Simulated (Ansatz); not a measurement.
# A hypothetical structure for LiZnF3, part 2 of 2

This structure for LiZnF3 is made up. Its elements were placed in a known structure type with a cell scaled to their sizes. What cell does the guess relax to, and how far off was it?

Ansatz 0.2.0; DFT, r2SCAN, plane-wave PAW, files of the set soft_1, scalar-relativistic, no spin, cell and ions relaxed at zero pressure; PAW set soft_1 (the session's first sound run).

So far: The starting structure; Relaxation of the guess. The relaxed cell has a = 3.964 Å (conventional setting).

## (3) Electronic structure of the relaxed cell

With the geometry fixed, one more self-consistent run, with a narrower smearing and the mesh shown in its input, gives the bands, and its pressure, and its forces where symmetry allows any, show how far the geometry depends on these settings.

This step: DFT, r2SCAN, plane-wave PAW, files of the set soft_1, scalar-relativistic, no spin, bands and density of states at the relaxed cell; PAW set soft_1 (Ansatz 0.2.0).

The input, input.yaml:

```yaml
crystal:
  lattice:
    - [3.9640419776, 0.0, 0.0]
    - [0.0, 3.9640419776, 0.0]
    - [0.0, 0.0, 3.9640419776]
  atoms:
    - { symbol: Zn, position: [0.0, 0.0, 0.0] }
    - { symbol: F, position: [0.5, 0.0, 0.0] }
    - { symbol: F, position: [0.0, 0.0, 0.5] }
    - { symbol: F, position: [0.0, 0.5, 0.0] }
    - { symbol: Li, position: [0.5, 0.5, 0.5] }
kpoints:
  mp_grid: { grid: [8, 8, 8] }
  band_path:
    path:
      - [[0.0, 0.0, 0.0], [0.0, 0.5, 0.0], [0.5, 0.5, 0.0], [0.0, 0.0, 0.0], [0.5, 0.5, 0.5], [0.0, 0.5, 0.0]]
      - [[0.5, 0.5, 0.0], [0.5, 0.5, 0.5]]
    npoints: 13
scf:
  occupations: { method: fermi_dirac, width: 0.03 }
  n_extra_bands: 9
hamiltonian:
  xc: r2scan
  pseudopotentials: { kind: paw, azcp: { folder: soft_1 } }
output:
  forces: true
  stress: true
  write_bands: true
  dos: { projected: true }
  write_density: true
  write_potential: true
  elf: true
  volumetric_format: npy
```

Run with:

```
ansatz run input.yaml --threads 4 --pin off --max-ram 8192MiB --backend cpu --events-out ev --progress --plain --runs-dir out
```

Numbers of over 12 decimals in the logs are rounded to 6 here.

The log of the run:

```text
[...]
Crystal: 5 atoms, lattice volume = 62.289 Å³
Basis set: ecut = 500 eV, 1575 PW (Γ), exchange–correlation on 120×120×120 points (64 copies of the dense FFT grid, shifted against one another)
Bands: 27, of which v1, the nominal top of the filled ones, is band 18 counted from 1 (17 counted from 0)
Symmetry: 48 space group operations
[...]
k-points: 35 of 512
[...]
SCF iter   1: F=—  HF=-5968.548129 eV  |F-HF|=—  |Δ(HF+E_count)|=         —  Δρ=1.79e-1  dr2=1.14e1  dr2_τ=2.35e-2  ethr=3.10e-3  ⟨swp⟩=6.1  Hψ=4818  notcnv=0  defer=1
[...]
SCF iter   9: F=-5964.196941 eV  HF=-5964.196941 eV  |F-HF|=1.96e-8  |Δ(HF+E_count)|=   1.68e-7  Δρ=7.78e-6  dr2=3.03e-8  dr2_τ=9.38e-10  ethr=2.78e-10  ⟨swp⟩=12.5  Hψ=7176  notcnv=0
SCF 1 converged in 9 iterations: F = -5964.196941 eV  dr2 = 3.03e-8
[...]
NSCF: frozen V_eff on 80 k-points
SCF converged after 9 iterations
Free energy (F): -5964.196941 eV
[...]
Internal energy: -5964.196941 eV  (E = F + TS)
E sigma→0 (E₀):  -5964.196941 eV
Fermi energy:    4.301265 eV
[...]
--- Stress (GPa, compression-positive) ---
       -0.015189      -0.000000       0.000000
       -0.000000      -0.015189       0.000000
        0.000000       0.000000      -0.015189
  P = ⅓ Tr σ = -0.0152 GPa (-0.152 kbar)
--- Band table (eV; the first three rows and the last of 35) ---
  k-point 0: bands = [... 14 lower, -0.3318, -0.2257, -0.2257, -0.2257, 6.1906, 10.8259, 14.1574, 14.1574, ... 5 higher]
  k-point 1: bands = [... 14 lower, -0.2855, -0.1643, -0.1643, 0.0193, 6.4632, 10.9616, 13.1921, 14.1098, ... 5 higher]
  k-point 2: bands = [... 14 lower, -0.2611, 0.0085, 0.0085, 0.4002, 7.1844, 11.1240, 12.2577, 13.9926, ... 5 higher]
  k-point 34: bands = [... 14 lower, 0.3011, 0.3011, 2.3188, 2.3188, 11.0716, 12.5270, 12.5270, 12.5270, ... 5 higher]
```

It took 2.9 s on 4 threads of AMD EPYC 7R13 (Zen 3), shared host; peak memory 0.66 GiB; 11 s of CPU time.

Numbers from this step:

- gap by band count: 3.872 eV
- pressure: -0.01519 GPa
- gap on the k-mesh: 3.872 eV

From bands.tsv. The electronic bands at the labelled points (eV, zero at the valence top; v1 is the highest filled band, c1 the lowest empty one):

| point | v4 | v3 | v2 | v1 | c1 | c2 | c3 | c4 |
| --- | --- | --- | --- | --- | --- | --- | --- | --- |
| Γ | -2.65 | -2.54 | -2.54 | -2.54 | 3.87 | 8.51 | 11.84 | 11.84 |
| X | -2.56 | -2.11 | -2.11 | -1.55 | 6.54 | 7.42 | 10.29 | 11.50 |
| M | -2.09 | -2.09 | -2.03 | 0.00 | 8.46 | 8.46 | 9.00 | 9.81 |
| Γ | -2.65 | -2.54 | -2.54 | -2.54 | 3.87 | 8.51 | 11.84 | 11.84 |
| R | -2.02 | -2.02 | 0.00 | 0.00 | 8.75 | 10.21 | 10.21 | 10.21 |
| X | -2.56 | -2.11 | -2.11 | -1.55 | 6.54 | 7.42 | 10.29 | 11.50 |
| jump to M | -2.09 | -2.09 | -2.03 | 0.00 | 8.46 | 8.46 | 9.00 | 9.81 |
| R | -2.02 | -2.02 | 0.00 | 0.00 | 8.75 | 10.21 | 10.21 | 10.21 |

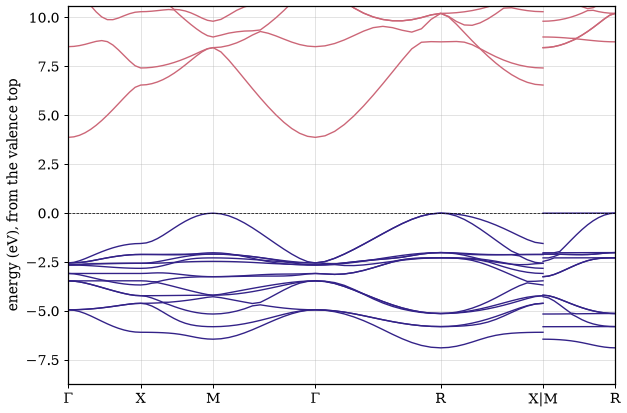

Electronic bands along the path; lines of filled and empty bands in two colours.

Counts of states for the cell as run, both spins, by energy window (eV from the valence-band top):

```
from  to  total
  -8  -7   0.00
  -7  -6   1.29
  -6  -5   3.55
  -5  -4   5.75
  -4  -3   3.58
  -3  -2  10.77
  -2  -1   1.64
  -1   0   1.42
   0   1   0.00
   1   2   0.00
   2   3   0.00
   3   4   0.00
   4   5   0.14
   5   6   0.35
   6   7   0.63
   7   8   0.75
```

A further 8.0 states lie below the table's range.

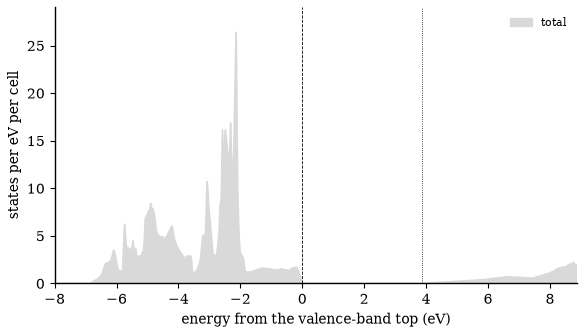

Total density of states, smoothed over about 0.04 eV. The dotted line marks the lowest empty level found on the path.

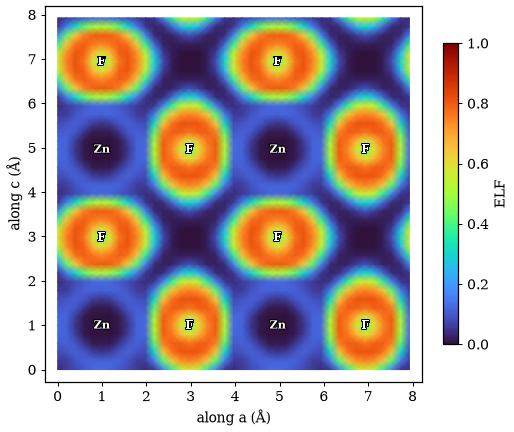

ELF in the ac plane at fractional y = 0.000, with atoms of Zn and F within 0.2 Å of it. It is the smooth field of the valence electrons, not physical close to the nuclei. The map starts off the cell's origin, so that atoms lie inside it.

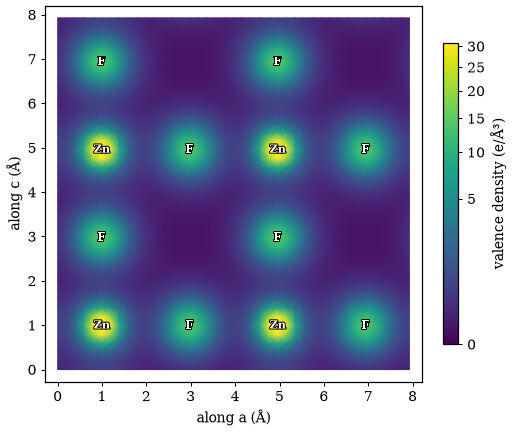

Valence density in the ac plane at fractional y = 0.000, with atoms of Zn and F within 0.2 Å of it. It is the smooth field of the valence electrons, not physical close to the nuclei. The map starts off the cell's origin, so that atoms lie inside it. The colour scale is stretched toward low values.

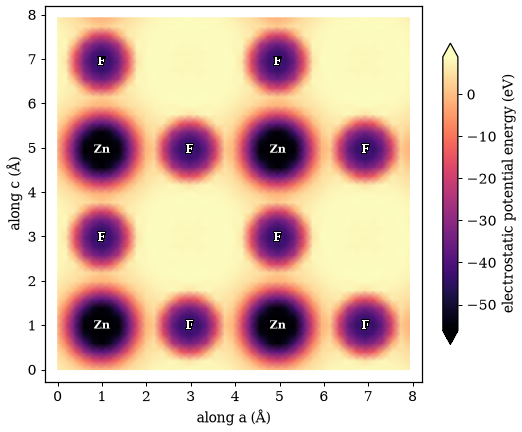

Electrostatic potential energy in the ac plane at fractional y = 0.000, with atoms of Zn and F within 0.2 Å of it. With pseudopotentials it is smooth inside the atoms' cores, unlike the true potential. The map starts off the cell's origin, so that atoms lie inside it.

## (4) What came out

| Item | Value |
| --- | --- |
| space group, relaxed | Pm-3m |
| conventional cell | a = 3.964, b = 3.964, c = 3.964 Å; α = 90.0°, β = 90.0°, γ = 90.0° |
| volume per atom | 12.46 Å³ (guess 11.99) |

What this shows: LiZnF3 relaxes to Pm-3m with a = 3.964, b = 3.964 and c = 3.964 Å. The guessed volume was 4 % too small. The space group Pm-3m was held in the relaxation, so the end point is a stationary structure within it and may be a saddle against distortions or other arrangements. It has an indirect Kohn–Sham gap of 3.87 eV, which semilocal functionals understate. On the 8×8×8 mesh with the narrower smearing (relaxed on 7×7×7) the forces vanish, as symmetry may demand, and the largest stress component is 0.015 GPa, within the relaxation's thresholds of 0.015 eV/Å and 0.05 GPa. The cutoff wasn't tested. No dispersion term is used, so weakly bound directions may come out too long. Nothing here tests whether the compound is stable against decomposition.

[Logs are printed without paths, hosts, clocks, repeated set-up lines and the standing remarks that a program may print on its own settings, such as how far it seeks lower states.]

[Hosts, paths, dates, database ids (printed as entryN), source tags and the programs' standing remarks are cut or masked in the printed files.]
